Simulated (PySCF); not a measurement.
```xyz
17
charge 0, multiplicity 1
Si   -1.9168    1.0525    0.3891
N    -1.1142   -0.4564   -0.0624
Si   -2.0051   -1.9160   -0.5114
C     0.2805   -0.4603   -0.0478
C     1.1410    0.5164    0.4082
C     2.5106    0.1628    0.2503
C     2.6900   -1.0671   -0.3160
S     1.1799   -1.8158   -0.6784
H    -1.6137    1.4149    1.8065
H    -3.3789    0.8321    0.2237
H    -1.4491    2.1642   -0.4906
H    -3.4518   -1.5982   -0.3715
H    -1.6278   -3.0487    0.3849
H    -1.6964   -2.3046   -1.9204
H     0.8087    1.4553    0.8532
H     3.3382    0.8051    0.5547
H     3.6191   -1.5863   -0.5438
```

Work out the structure from the coordinates.

Formula C₄H₉NSSi₂. SMILES: `[SiH3]N([SiH3])c1cccs1`. Independent rings (smallest set): 1 of 5 members, 1 of them aromatic. Among its groups: Si–H bond, Si–N bond. Coordination: 2 Si tetrahedral; 1 N trigonal planar; 4 C trigonal planar; 1 S bent.

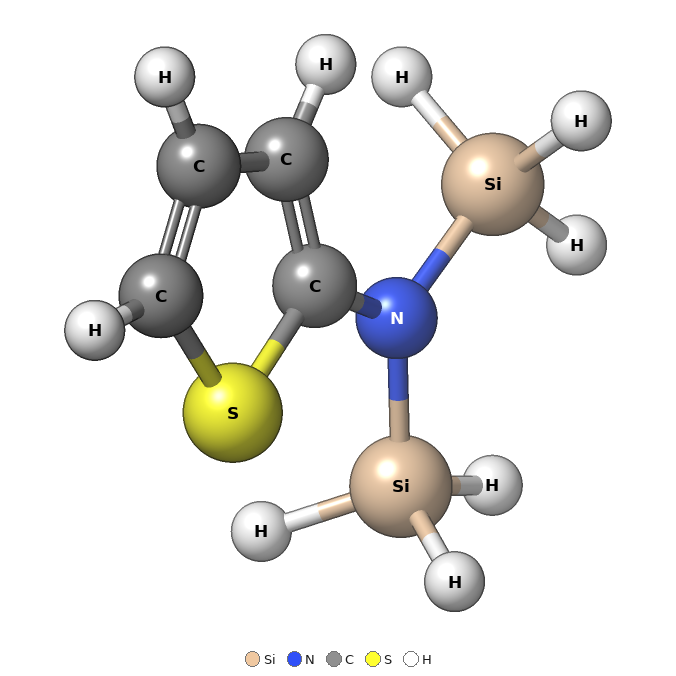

The picture comes from a calculation with PySCF.
